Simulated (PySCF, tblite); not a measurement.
# C5HF3N2O: a rotation path, then NMR shifts on frames, part 2 of 2

tblite 0.8.0 and PySCF 2.14.0. Atoms count from 0.

## 5. Nuclear shieldings: image 4, PBE0/pcSseg-1

What the job is given:

```
{"job": {"kind": "nmr", "xc": "PBE0", "basis": "pcSseg-1", "pop": false}, "charge": 0, "multiplicity": 1}
N      3.180800    -1.246100    -1.207500
C      2.113500    -0.972400    -0.896400
C      0.771300    -0.723000    -0.547900
C      0.420700     0.355100     0.170300
C      1.409800     1.297700     0.584600
N      2.216500     2.043600     0.899800
O     -0.830300     0.736800     0.618500
C     -1.997600     0.143800     0.370500
F     -2.806900     0.979300    -0.281100
F     -1.953700    -0.976100    -0.352600
F     -2.598400    -0.170600     1.516900
H      0.075500    -1.468700    -0.901100
```

Level: GIAO PBE0/pcSseg-1 NMR shielding, non-relativistic, gas phase.

The log of the run:

```text
coarse grid: 12520 points
cycle   1  E = -674.1899818160  dE =  2.295e+00  |g| = 1.169e+00  |ddm| = 3.573e+00
cycle   2  E = -673.4960744459  dE =  6.939e-01  |g| = 2.191e+00  |ddm| = 2.313e+00
cycle   3  E = -674.4100290054  dE = -9.140e-01  |g| = 4.682e-01  |ddm| = 1.831e+00
cycle   4  E = -674.4529547356  dE = -4.293e-02  |g| = 9.930e-02  |ddm| = 3.371e-01
cycle   5  E = -674.4547652535  dE = -1.811e-03  |g| = 3.297e-02  |ddm| = 9.156e-02
cycle   6  E = -674.4549569088  dE = -1.917e-04  |g| = 9.227e-03  |ddm| = 2.754e-02
cycle   7  E = -674.4549733415  dE = -1.643e-05  |g| = 2.669e-03  |ddm| = 7.874e-03
cycle   8  E = -674.4549749069  dE = -1.565e-06  |g| = 6.561e-04  |ddm| = 2.443e-03
final grid: 129416 points
cycle   9  E = -674.5478543104  dE = -4.281e-05  |g| = 9.128e-03  |ddm| = 3.063e-02
cycle  10  E = -674.5478388209  dE =  1.549e-05  |g| = 1.321e-02  |ddm| = 1.358e-02
cycle  11  E = -674.5478685183  dE = -2.970e-05  |g| = 1.532e-03  |ddm| = 8.443e-03
cycle  12  E = -674.5478690078  dE = -4.895e-07  |g| = 5.058e-04  |ddm| = 1.446e-03
cycle  13  E = -674.5478690492  dE = -4.140e-08  |g| = 2.422e-04  |ddm| = 4.937e-04
cycle  14  E = -674.5478690591  dE = -9.918e-09  |g| = 1.036e-04  |ddm| = 2.221e-04
cycle  15  E = -674.5478690614  dE = -2.319e-09  |g| = 1.648e-05  |ddm| = 7.515e-05
cycle  16  E = -674.5478690614  dE = -5.753e-11  |g| = 6.172e-06  |ddm| = 1.554e-05
converged SCF energy = -674.5478690614

GIAO shielding tensors (ppm)
atom      isotropic    diamagn.    paramagn.     s11        s22        s33       span
  0 N      -80.213     338.506    -418.719   -230.248   -225.377    214.987    445.236
  1 C       70.293     258.480    -188.187    -43.036    -40.118    294.033    337.069
  2 C       83.311     252.513    -169.202    -14.536    103.068    161.402    175.938
  3 C       42.282     247.605    -205.323    -60.500     86.224    101.122    161.622
  4 C       71.441     259.590    -188.149    -41.432    -37.349    293.105    334.536
  5 N      -71.788     338.507    -410.295   -229.406   -219.334    233.377    462.783
  6 O      162.511     398.477    -235.966    125.907    152.814    208.813     82.907
  7 C       56.991     236.208    -179.218     54.271     56.885     59.817      5.546
  8 F      225.891     468.148    -242.257    164.031    174.963    338.679    174.648
  9 F      250.456     474.207    -223.750    190.433    218.063    342.872    152.439
 10 F      226.140     467.901    -241.760    164.823    175.653    337.945    173.122
 11 H       25.542      29.383      -3.841     20.001     26.053     30.572     10.571
```

It took 17 s on 1 thread of AMD EPYC 9R45, shared host; peak memory 0.84 GiB.

In short: δ C3 144.6, C7 129.9, C1 116.6, C4 115.5, H11 6.17 ppm.

## 6. Nuclear shieldings: image 6, PBE0/pcSseg-1

What the job is given:

```
{"job": {"kind": "nmr", "xc": "PBE0", "basis": "pcSseg-1", "pop": false}, "charge": 0, "multiplicity": 1}
N      3.111400    -1.156600    -1.349900
C      2.048400    -0.882400    -1.025100
C      0.717700    -0.633600    -0.632900
C      0.417400     0.354900     0.223800
C      1.431400     1.243100     0.690000
N      2.257500     1.955100     1.032300
O     -0.811400     0.657900     0.784400
C     -1.959300     0.093000     0.417000
F     -2.484600     0.665900    -0.672500
F     -1.888400    -1.215500     0.146400
F     -2.828800     0.236100     1.403900
H     -0.009900    -1.318400    -1.043500
```

With the program's defaults for keys left out, this is: GIAO PBE0/pcSseg-1 NMR shielding, non-relativistic, gas phase.

The log of the run:

```text
coarse grid: 12520 points
cycle   1  E = -674.1945550542  dE =  2.294e+00  |g| = 1.169e+00  |ddm| = 3.582e+00
cycle   2  E = -673.4982534371  dE =  6.963e-01  |g| = 2.195e+00  |ddm| = 2.320e+00
cycle   3  E = -674.4144584032  dE = -9.162e-01  |g| = 4.674e-01  |ddm| = 1.833e+00
cycle   4  E = -674.4572590295  dE = -4.280e-02  |g| = 9.911e-02  |ddm| = 3.374e-01
cycle   5  E = -674.4590613612  dE = -1.802e-03  |g| = 3.267e-02  |ddm| = 9.150e-02
cycle   6  E = -674.4592529020  dE = -1.915e-04  |g| = 9.233e-03  |ddm| = 2.800e-02
cycle   7  E = -674.4592694942  dE = -1.659e-05  |g| = 2.658e-03  |ddm| = 7.942e-03
cycle   8  E = -674.4592710520  dE = -1.558e-06  |g| = 6.432e-04  |ddm| = 2.427e-03
final grid: 129416 points
cycle   9  E = -674.5515383239  dE = -4.279e-05  |g| = 9.132e-03  |ddm| = 3.228e-02
cycle  10  E = -674.5515222956  dE =  1.603e-05  |g| = 1.331e-02  |ddm| = 1.388e-02
cycle  11  E = -674.5515525897  dE = -3.029e-05  |g| = 1.503e-03  |ddm| = 8.703e-03
cycle  12  E = -674.5515530617  dE = -4.720e-07  |g| = 4.973e-04  |ddm| = 1.420e-03
cycle  13  E = -674.5515531017  dE = -4.007e-08  |g| = 2.395e-04  |ddm| = 4.905e-04
cycle  14  E = -674.5515531112  dE = -9.506e-09  |g| = 1.073e-04  |ddm| = 2.224e-04
cycle  15  E = -674.5515531137  dE = -2.473e-09  |g| = 1.724e-05  |ddm| = 7.762e-05
cycle  16  E = -674.5515531138  dE = -5.616e-11  |g| = 7.202e-06  |ddm| = 1.643e-05
converged SCF energy = -674.5515531138

GIAO shielding tensors (ppm)
atom      isotropic    diamagn.    paramagn.     s11        s22        s33       span
  0 N      -80.515     338.559    -419.073   -232.058   -224.113    214.626    446.685
  1 C       70.354     258.543    -188.190    -43.063    -39.869    293.993    337.056
  2 C       81.859     253.261    -171.402    -18.010    102.019    161.568    179.578
  3 C       42.276     248.265    -205.989    -62.214     85.454    103.588    165.801
  4 C       71.465     259.417    -187.952    -41.183    -37.544    293.123    334.306
  5 N      -73.295     338.514    -411.809   -232.592   -219.525    232.232    464.824
  6 O      157.334     398.034    -240.700    120.502    146.993    204.506     84.004
  7 C       57.624     236.341    -178.717     55.589     56.760     60.523      4.933
  8 F      236.588     470.825    -234.238    166.404    193.983    349.377    182.973
  9 F      246.178     474.017    -227.839    176.790    221.131    340.614    163.824
 10 F      234.651     466.350    -231.699    174.826    186.449    342.679    167.854
 11 H       25.602      29.421      -3.819     20.489     25.832     30.485      9.996
```

It took 17 s on 1 thread of AMD EPYC 9R45, shared host; peak memory 0.86 GiB.

Key values: δ C3 144.6, C7 129.3, C1 116.6, C4 115.5, H11 6.11 ppm.

## 7. NMR shieldings: image 8, PBE0/pcSseg-1

What the job is given:

```
{"job": {"kind": "nmr", "xc": "PBE0", "basis": "pcSseg-1", "pop": false}, "charge": 0, "multiplicity": 1}
N      3.005400    -1.009600    -1.559100
C      1.963100    -0.793400    -1.138000
C      0.657800    -0.568700    -0.655800
C      0.413500     0.370700     0.271000
C      1.462800     1.174100     0.803400
N      2.319800     1.808400     1.215100
O     -0.814200     0.691600     0.825500
C     -1.913500     0.054500     0.429800
F     -2.166700     0.196200    -0.878900
F     -1.871000    -1.266300     0.654100
F     -2.945800     0.539400     1.092700
H     -0.109800    -1.197500    -1.085700
```

With the program's defaults for keys left out, this is: GIAO PBE0/pcSseg-1 NMR shielding, non-relativistic, gas phase.

The log of the run:

```text
coarse grid: 12520 points
cycle   1  E = -674.1973532349  dE =  2.297e+00  |g| = 1.170e+00  |ddm| = 3.598e+00
cycle   2  E = -673.5007020716  dE =  6.967e-01  |g| = 2.197e+00  |ddm| = 2.329e+00
cycle   3  E = -674.4172774754  dE = -9.166e-01  |g| = 4.655e-01  |ddm| = 1.838e+00
cycle   4  E = -674.4597620067  dE = -4.248e-02  |g| = 9.897e-02  |ddm| = 3.381e-01
cycle   5  E = -674.4615613596  dE = -1.799e-03  |g| = 3.220e-02  |ddm| = 9.180e-02
cycle   6  E = -674.4617497553  dE = -1.884e-04  |g| = 9.207e-03  |ddm| = 2.807e-02
cycle   7  E = -674.4617663420  dE = -1.659e-05  |g| = 2.652e-03  |ddm| = 7.993e-03
cycle   8  E = -674.4617678938  dE = -1.552e-06  |g| = 6.406e-04  |ddm| = 2.413e-03
final grid: 129416 points
cycle   9  E = -674.5548807872  dE = -4.561e-05  |g| = 9.144e-03  |ddm| = 3.479e-02
cycle  10  E = -674.5548651311  dE =  1.566e-05  |g| = 1.324e-02  |ddm| = 1.401e-02
cycle  11  E = -674.5548950775  dE = -2.995e-05  |g| = 1.444e-03  |ddm| = 8.714e-03
cycle  12  E = -674.5548955099  dE = -4.325e-07  |g| = 4.336e-04  |ddm| = 1.371e-03
cycle  13  E = -674.5548955444  dE = -3.450e-08  |g| = 1.514e-04  |ddm| = 4.078e-04
cycle  14  E = -674.5548955475  dE = -3.051e-09  |g| = 9.601e-05  |ddm| = 1.676e-04
cycle  15  E = -674.5548955494  dE = -1.857e-09  |g| = 1.974e-05  |ddm| = 6.950e-05
cycle  16  E = -674.5548955494  dE = -7.367e-11  |g| = 8.376e-06  |ddm| = 1.860e-05
converged SCF energy = -674.5548955494

GIAO shielding tensors (ppm)
atom      isotropic    diamagn.    paramagn.     s11        s22        s33       span
  0 N      -80.399     338.677    -419.076   -232.159   -223.628    214.591    446.749
  1 C       70.499     258.572    -188.073    -42.961    -39.524    293.983    336.944
  2 C       80.891     253.824    -172.932    -20.115    101.307    161.482    181.597
  3 C       42.073     249.536    -207.463    -63.814     84.205    105.828    169.642
  4 C       71.624     259.107    -187.484    -40.704    -37.542    293.116    333.820
  5 N      -74.538     338.576    -413.114   -235.120   -220.570    232.076    467.196
  6 O      151.405     397.759    -246.354    115.272    140.849    198.093     82.821
  7 C       57.824     236.704    -178.879     55.397     56.785     61.292      5.895
  8 F      244.698     473.120    -228.422    167.556    216.031    350.508    182.952
  9 F      244.175     473.127    -228.952    167.404    215.704    349.417    182.014
 10 F      241.039     465.965    -224.926    183.595    193.304    346.217    162.622
 11 H       25.759      29.467      -3.707     21.197     25.476     30.605      9.407
```

Wall time 17 s (1 thread of AMD EPYC 9R45, shared host); peak memory 0.86 GiB.

In short: δ C3 144.9, C7 129.1, C1 116.4, C4 115.3, H11 5.96 ppm.

## 8. Run by run: NMR shifts

Shifts (ppm) of some atoms, chosen among heavy atoms and hydrogens apart, with basis size and wall time:

| frame | H11 | N5 | O6 | F8 | F9 | F10 | functions | time |
| --- | --- | --- | --- | --- | --- | --- | --- | --- |
| image 0 | 5.95 | 342.3 | 184.8 | -70.1 | -73.5 | -73.5 | 192 | 18 s |
| image 2 | 6.07 | 340.6 | 179.0 | -63.2 | -76.1 | -64.7 | 192 | 17 s |
| image 4 | 6.17 | 339.5 | 173.6 | -54.9 | -79.5 | -55.2 | 192 | 17 s |
| image 6 | 6.11 | 341.0 | 178.7 | -65.6 | -75.2 | -63.7 | 192 | 17 s |
| image 8 | 5.96 | 342.3 | 184.7 | -73.8 | -73.2 | -70.1 | 192 | 17 s |

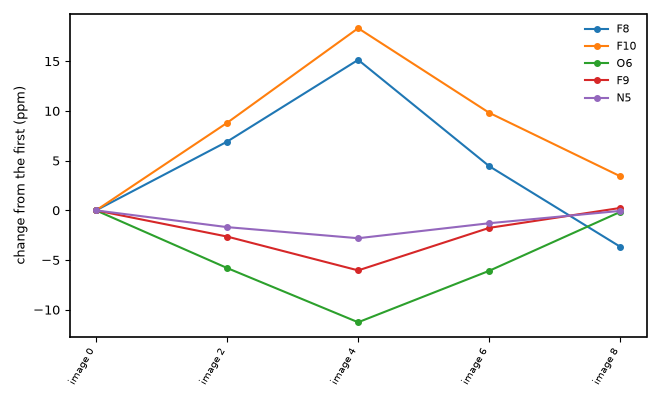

How five of the tabulated atoms move from run to run.

## 9. Outcome

This closing draws on all 2 parts.

| quantity | value |
| --- | --- |
| barrier | 0.162 eV (3.7 kcal/mol) at image 4 |
| end to end (GFN2-xTB) | 0.000 eV |
| 13C shifts against TMS (PBE0/pcSseg-1, image 0) | 145.0, 129.1, 116.5, 115.3, 106.0 ppm |
| 1H shifts against TMS (PBE0/pcSseg-1, image 0) | 5.95 ppm |
| 15N shifts against NH3 (PBE0/pcSseg-1, image 0) | 348.0, 342.3 ppm |
| 17O shifts against H2O (PBE0/pcSseg-1, image 0) | 184.8 ppm |
| 19F shifts against CFCl3 (PBE0/pcSseg-1, image 0) | -70.1, -73.5, -73.5 ppm |
| range of the shift of F8 | -73.8 to -54.9 ppm |

Along the band the dihedral turns by 120°, and the top (dihedral 124°) lies 3.7 kcal/mol above the start (GFN2-xTB, rough), so at room temperature this motion is fast. The top was not checked by a frequency run. Shifts at one fixed geometry are not the observed spectrum, which averages over the motion. Across the 5 runs the shift of F8 moves most, between -73.8 (image 8) and -54.9 ppm (image 4).
